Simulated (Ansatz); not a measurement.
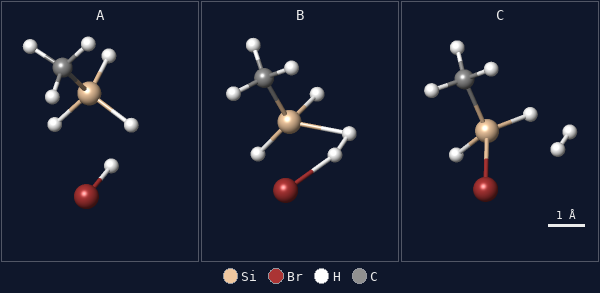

3 geometries from a converged minimum-energy path of CH7BrSi, made up at the start of CH5BrSi and H₂, shuffled. A ball-and-stick model, seen at a tilt.

Theory: Ansatz 0.2.0, RKS LDA/def2-SVP. Run with 7 movable images; climbing image; force threshold 0.03 eV/Å; iteration limit 60; starting path through a guess of the saddle point.

Which frame is the transition state?

B. In order along the path, whose images run from 0 to 8: C (image 3, +0.52 eV), B (image 5, +1.71 eV), A (image 8, +0.57 eV). Breaking: H–H (0.79 → 1.63 Å), Br–Si (2.23 → 3.72 Å). Forming: Br–H (2.80 → 1.46 Å), H–Si (3.42 → 1.52 Å).

Limits of the set-up: the start holds two separate molecules, 2.6 Å apart at their closest, whose relative position is a soft coordinate and is computed without a dispersion correction.

The run took 86 s on 2 threads of Intel(R) Xeon(R) 6975P-C (Granite Rapids), on a shared host, peak memory 0.16 GiB.
